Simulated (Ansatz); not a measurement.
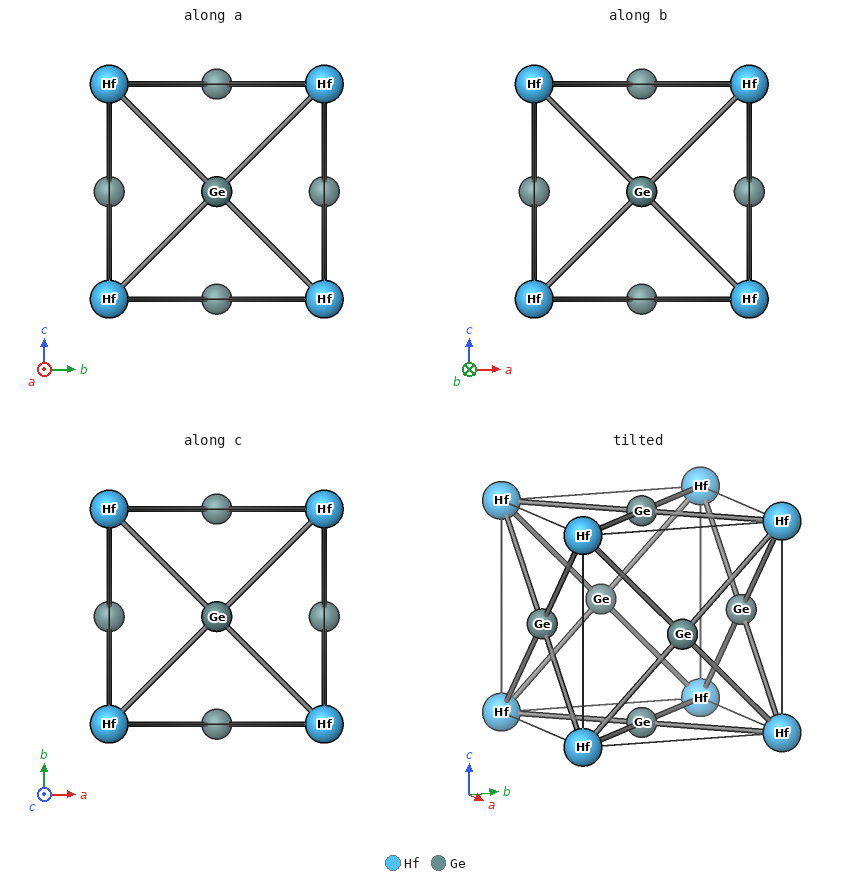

View along the a axis, along the b axis, along the c axis and slightly off an axis, drawn as a ball-and-stick model. One conventional unit cell is framed, with atoms on its boundary repeated.

Lattice parameters: a = 4.111 Å, b = 4.111 Å, c = 4.111 Å, α = 90.00°, β = 90.00°, γ = 90.00°. Put a along x and b in the xy plane.

Question: Reconstruct the structure as a POSCAR file.

Answer:
```
Hf Ge
1.0
     4.111    0.000    0.000
     0.000    4.111    0.000
     0.000    0.000    4.111
Hf Ge
1 3
Direct
  0.0000 0.0000 0.0000
  0.0000 0.5000 0.5000
  0.5000 0.5000 0.0000
  0.5000 0.0000 0.5000
```

The structure comes from a structure type filled with these elements by a generator (whether the compound takes this form wasn't checked). The cell was then strained or its atoms displaced on purpose. An electronic-structure calculation with Ansatz was run on it.

At this level of theory the cell isn't at rest (compressed, at 6 GPa), so its distances can differ from those at equilibrium, the more so the softer the solid.
